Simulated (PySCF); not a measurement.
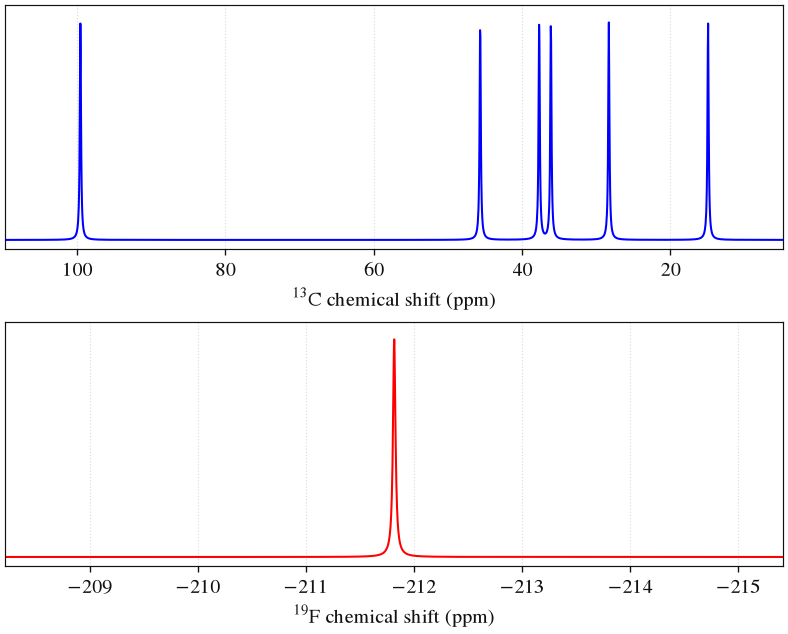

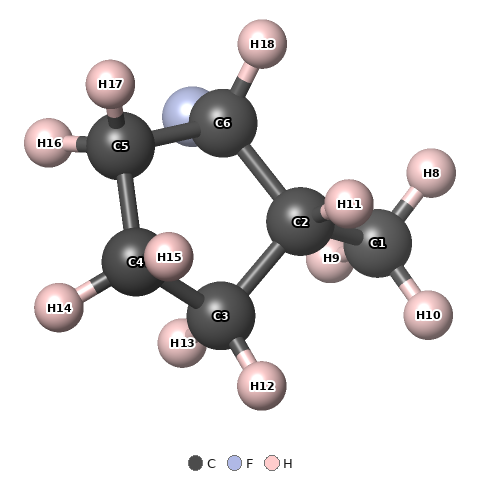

Spectrum and numbered structure of C₆H₁₁F, SMILES C[C@@H]1CCC[C@@H]1F. GIAO shifts, PBE0/pcSseg-1 in PySCF 2.14.0, at a GFN2-xTB geometry (no frequency check), against TMS for ¹³C and CFCl₃ for ¹⁹F computed at the same level (¹⁹F: this reference is a hard case for the method, so all values can be off together by tens of ppm, and differences between signals are safer). Gas phase, fully decoupled, line heights follow the number of nuclei, widths are arbitrary (no quadrupolar broadening); values of one conformer, averaged over methyl-type rotors and exact or near symmetry; other conformers aren't averaged in.

Which ¹³C nuclei are the least shielded, and which the most?

Answer. Least shielded: C6 at 99.5 ppm. Most shielded: C1 at 14.9 ppm.

Where does the ¹⁹F line lie?

Answer. At −211.8 ppm (F7).

Known limits of this run: the tight-binding geometry is rougher than a DFT one and adds to the error.
